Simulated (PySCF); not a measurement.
C2H12N2Si2, SMILES N(C)([SiH2][SiH2]N)C at its GFN2-xTB optimised geometry (Å):

```
18

Si    -0.0165     1.9654     0.0000
N     -1.6075     2.0137    -0.6731
Si     0.7698    -0.1897     0.0000
N      0.0851    -1.1103    -1.2864
C     -0.1545    -0.5482    -2.5918
C      0.2825    -2.5354    -1.3424
H      0.7147     2.9292    -0.8341
H      0.0526     2.5135     1.3699
H     -2.0989     2.8931    -0.7027
H     -2.2528     1.2759    -0.4406
H      0.4051    -0.9805     1.1884
H      2.2528    -0.1897     0.0000
H     -1.0200    -1.0372    -3.0505
H     -0.3599     0.5156    -2.5059
H      0.7045    -0.6893    -3.2609
H      1.1768    -2.8021    -1.9198
H     -0.5809    -3.0138    -1.8149
H      0.3946    -2.9292    -0.3359
```

Calculation: PBE0/def2-SVP in PySCF. Cells within 0.4 Å of a nucleus heavier than hydrogen are left out (blank, or x).

Map of the deformation density (molecule minus spherical neutral atoms) (e/bohr³) on the plane z = 0.0 Å:

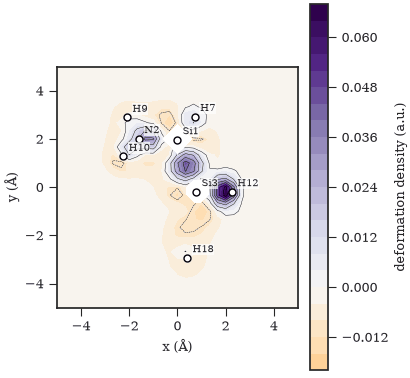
Fig. 1. Deformation density (molecule minus spherical neutral atoms) (e/bohr³) on the plane z = 0.0 Å.
